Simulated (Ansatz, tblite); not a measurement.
# In10As11 wurtzite off sphere (In10As11H28+): spin-state energies by level

Aim: set other spin states of In10As11 wurtzite off sphere (In10As11H28+) against its singlet, on many levels of theory.

Computed with Ansatz 0.2.0, Gaussian basis. Level: as each input shows.

Levels to be run: triplet, at the geometry of the singlet (GFN1-xTB, GFN2-xTB, PBE0-D4/def2-TZVP, PBE-D4/def2-TZVP); the singlet's energies come from earlier runs.

1 further run of the same task is left out (set aside as unsound or not needed).

### 1 The structure

The geometry is that of the singlet, from an earlier relaxation (PBE-D4/def2-SVP).

49 atoms, charge 1, spin multiplicity 1.

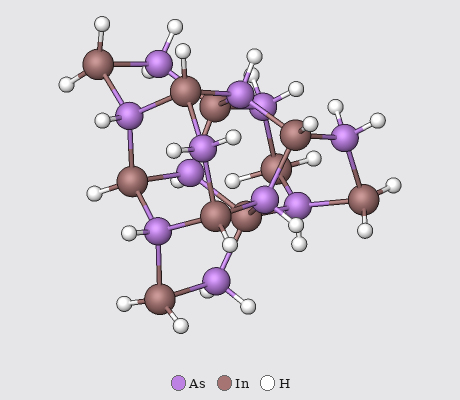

The structure; arsenic purple, indium brown, hydrogen white.

In takes a core potential in the def2 sets. No spin-orbit coupling is included. The ion is computed in the gas phase, without counter-ions or solvent.

### 2 Triplet at the fixed geometry, GFN1-xTB

Tight binding, by tblite at 300 K electronic temperature and without a spin-polarisation term:

```python
tblite.interface.Calculator('GFN1-xTB', numbers, positions, charge=1, uhf=2).singlepoint()
```

Energy -1534.6344 eV; 0.75 s.

### 3 Triplet at the fixed geometry, GFN2-xTB

Tight binding, by tblite at 300 K electronic temperature and without a spin-polarisation term:

```python
tblite.interface.Calculator('GFN2-xTB', numbers, positions, charge=1, uhf=2).singlepoint()
```

Energy -1415.1883 eV; 0.57 s.

### 4 Triplet at the fixed geometry, PBE0-D4/def2-TZVP

Input file in.yaml:

```yaml
crystal:
  periodic: [false, false, false]
  atoms:
    - {symbol: As, position_ang: [0.466795, -4.456178, 0.135719]}
    - {symbol: In, position_ang: [0.422658, -4.903937, 2.907481]}
    - {symbol: As, position_ang: [0.444864, -1.895533, -3.661985]}
    - {symbol: In, position_ang: [-1.976104, -1.196630, -4.688941]}
    - {symbol: In, position_ang: [0.472466, -2.048751, -1.028961]}
    - {symbol: As, position_ang: [-1.576609, -0.791901, 0.134151]}
    - {symbol: As, position_ang: [0.442099, -2.215653, 3.428635]}
    - {symbol: In, position_ang: [-1.824870, -0.937240, 2.838471]}
    - {symbol: As, position_ang: [-1.871263, 1.352666, -3.530227]}
    - {symbol: In, position_ang: [-1.699820, 1.651099, -0.882349]}
    - {symbol: As, position_ang: [-3.784136, 2.864062, 0.255796]}
    - {symbol: As, position_ang: [-1.774171, 1.674266, 3.428266]}
    - {symbol: In, position_ang: [-4.126067, 3.015475, 3.050174]}
    - {symbol: In, position_ang: [2.849994, -1.120230, -4.692305]}
    - {symbol: As, position_ang: [2.520579, -0.758455, 0.095047]}
    - {symbol: In, position_ang: [2.746198, -1.086991, 2.756616]}
    - {symbol: As, position_ang: [2.754116, 1.366419, -3.443465]}
    - {symbol: In, position_ang: [2.851072, 1.750208, -0.790239]}
    - {symbol: As, position_ang: [0.509926, 2.779887, 0.032058]}
    - {symbol: As, position_ang: [2.388334, 1.511713, 3.473865]}
    - {symbol: In, position_ang: [0.339010, 3.115542, 2.711379]}
    - {symbol: H, position_ang: [-0.672059, -5.184541, -0.574107]}
    - {symbol: H, position_ang: [1.604851, -5.204863, -0.554131]}
    - {symbol: H, position_ang: [-1.183637, -5.482162, 3.165697]}
    - {symbol: H, position_ang: [2.017236, -5.490807, 3.221997]}
    - {symbol: H, position_ang: [0.454669, -3.400307, -3.947661]}
    - {symbol: H, position_ang: [-3.212789, -1.897411, -3.697426]}
    - {symbol: H, position_ang: [-1.792099, -0.902763, -6.379834]}
    - {symbol: H, position_ang: [-2.806103, -1.459034, -0.483087]}
    - {symbol: H, position_ang: [0.490972, -2.137696, 4.956239]}
    - {symbol: H, position_ang: [-3.285325, -1.750072, 3.307627]}
    - {symbol: H, position_ang: [-3.058107, 2.234750, -3.910550]}
    - {symbol: H, position_ang: [-0.789910, 2.272484, -4.093409]}
    - {symbol: H, position_ang: [-4.969790, 2.219659, -0.458813]}
    - {symbol: H, position_ang: [-3.865997, 4.213038, -0.455313]}
    - {symbol: H, position_ang: [-1.606992, 1.676291, 4.949686]}
    - {symbol: H, position_ang: [-5.428590, 1.911776, 3.305431]}
    - {symbol: H, position_ang: [-3.834400, 4.688445, 3.367032]}
    - {symbol: H, position_ang: [2.624436, -0.778585, -6.369861]}
    - {symbol: H, position_ang: [4.077315, -1.910550, -3.759374]}
    - {symbol: H, position_ang: [3.740021, -1.475959, -0.483970]}
    - {symbol: H, position_ang: [4.244496, -1.750584, 3.315367]}
    - {symbol: H, position_ang: [1.583059, 2.218051, -3.930222]}
    - {symbol: H, position_ang: [3.852209, 2.277590, -3.988716]}
    - {symbol: H, position_ang: [4.224129, 2.602028, -0.158405]}
    - {symbol: H, position_ang: [0.465714, 4.199892, -0.531214]}
    - {symbol: H, position_ang: [2.426851, 1.576088, 4.999469]}
    - {symbol: H, position_ang: [3.696660, 2.263855, 3.232258]}
    - {symbol: H, position_ang: [0.487608, 4.761453, 3.230703]}
basis:
  gaussian: {orbitals: def2-TZVP, fitting: {mean_field: def2-universal-jkfit}}
total_charge: 1
magnetization: {spin_polarized: true, initial_magnetization: 2}
hamiltonian: {xc: pbe0, dispersion: d4}
scf: {omitted_lower_state_checks: [starts]}
output: {orbitals: {seedname: orbitals}}
```

Started as:

```bash
$ ansatz run in.yaml --threads 11 --pin off --events-out ev --progress --plain --max-ram 120832MiB --backend cuda --devices 0, --max-vram 75GiB
```

Log:

```text
Functional definition: PBE0
  name "PBE0"
  cite "Adamo & Barone, J. Chem. Phys. 110, 6158 (1999) doi:10.1063/1.478522"
  cite "Perdew, Burke & Ernzerhof, Phys. Rev. Lett. 77, 3865 (1996) doi:10.1103/PhysRevLett.77.3865"
  parent pbe
  parameter a = 0.25
  parameter kappa = 0.804
  parameter beta = 0.06672455060314922
  exchange = (1 - a)*pbe_x(kappa = kappa, mu = beta*pi^2/3) + a*exact_x
  correlation = pbe_c(beta = beta)
these checks for a lower state are left out or cut short: starts
5610 factors; integrals over basis functions are off by at most 6.4e-1 eV
mean field evaluation 1: about -721366.4784 eV, gradient 3.6e1 eV
mean field evaluation 2: about -721357.9917 eV, gradient 4.8e1 eV
mean field evaluation 4: about -721371.2788 eV, gradient 1.4e1 eV
mean field evaluation 8: about -721372.7882 eV, gradient 1.5e0 eV
mean field evaluation 16: about -721372.8470 eV, gradient 2.9e-1 eV
mean field evaluation 32: about -721372.9060 eV, gradient 6.2e-6 eV
mean field -721372.90603283 eV, -26509.9653325890 hartree, gradient 6.2e-6 eV, S^2 2.005331; 0 other end points of the search recorded, 0 dependent functions left out
reference -721372.90617147 eV, -26509.9653376841 hartree; 301, 299 occupied and 895, 897 virtual orbitals, 5610 factors
Total energy: -721376.20167043 eV, -26510.0864450370 hartree
Checks for a lower state left out: starts
```

It took 65 s on 1 × H100 with 11 threads of AMD EPYC 7R13, shared host; peak host memory 2.2 GiB.

From the report: HOMO -5.57 eV, LUMO -8.35 eV (over both spins; with the spin held, an empty level of the minority spin lies below the top filled one); ⟨S²⟩ 2.005 (pure: 2.00).

### 5 Triplet at the fixed geometry, PBE-D4/def2-TZVP

start.molden holds the orbitals of an earlier run on this state, given as this run's starting guess.

Edit in.yaml of step 4 so:

```diff
@@ -53,6 +53,6 @@
 basis:
-  gaussian: {orbitals: def2-TZVP, fitting: {mean_field: def2-universal-jkfit}}
+  gaussian: {orbitals: def2-TZVP, fitting: {mean_field: def2-universal-jkfit}, initial_orbitals: start.molden}
 total_charge: 1
 magnetization: {spin_polarized: true, initial_magnetization: 2}
-hamiltonian: {xc: pbe0, dispersion: d4}
+hamiltonian: {xc: pbe, dispersion: d4}
 scf: {omitted_lower_state_checks: [starts]}
```

Same command.

Log:

```text
Functional definition: PBE
  name "PBE"
  cite "Perdew, Burke & Ernzerhof, Phys. Rev. Lett. 77, 3865 (1996) doi:10.1103/PhysRevLett.77.3865"
  parent pbe
  parameter kappa = 0.804
  parameter beta = 0.06672455060314922
  exchange = pbe_x(kappa = kappa, mu = beta*pi^2/3)
  correlation = pbe_c(beta = beta)
these checks for a lower state are left out or cut short: starts
5610 factors; integrals over basis functions are off by at most 6.4e-1 eV
mean field evaluation 1: about -721351.9643 eV, gradient 2.1e1 eV
mean field evaluation 2: about -721352.9214 eV, gradient 1.2e0 eV
mean field evaluation 4: about -721353.0052 eV, gradient 4.4e-1 eV
mean field evaluation 8: about -721353.0304 eV, gradient 4.2e-2 eV
mean field evaluation 16: about -721353.0308 eV, gradient 1.2e-4 eV
mean field -721353.03076975 eV, -26509.2349301428 hartree, gradient 3.0e-6 eV, S^2 2.001203; 0 other end points of the search recorded, 0 dependent functions left out
reference -721353.03096118 eV, -26509.2349371777 hartree; 301, 299 occupied and 895, 897 virtual orbitals, 5610 factors
Total energy: -721356.59584662 eV, -26509.3659443012 hartree
Checks for a lower state left out: starts
```

Wall time 19 s (1 × H100 with 11 threads of AMD EPYC 7R13, shared host); peak host memory 2.2 GiB.

From the report: HOMO -5.23 eV, LUMO -8.35 eV (over both spins; with the spin held, an empty level of the minority spin lies below the top filled one); ⟨S²⟩ 2.001 (pure: 2.00).

### 6 Triplet less singlet, vertical

The singlet's energies are those of its earlier runs, whose logs aren't repeated here.

```
            level  triplet less singlet, vertical (kcal/mol)    time
         GFN1-xTB                                      +58.4   1.2 s
         GFN2-xTB                                      +60.8  0.99 s
 PBE-D4/def2-TZVP                                      +71.8    27 s
PBE0-D4/def2-TZVP                                      +88.0    76 s
```

Times add the two runs; a level without a time comes out of a correlated run. Tight binding without a spin term can't rank spin states.

### 7 What came out

| quantity | value |
| --- | --- |
| triplet less singlet, vertical, functionals in def2-TZVP | +71.8 (PBE-D4) to +88.0 kcal/mol (PBE0-D4) |

In words: All functionals put the triplet above the singlet, over a spread of 16.2 kcal/mol. The checks for a lower triplet were left out, so another state of that spin may lie lower. These are electronic energies, without zero-point motion, entropy or surroundings.
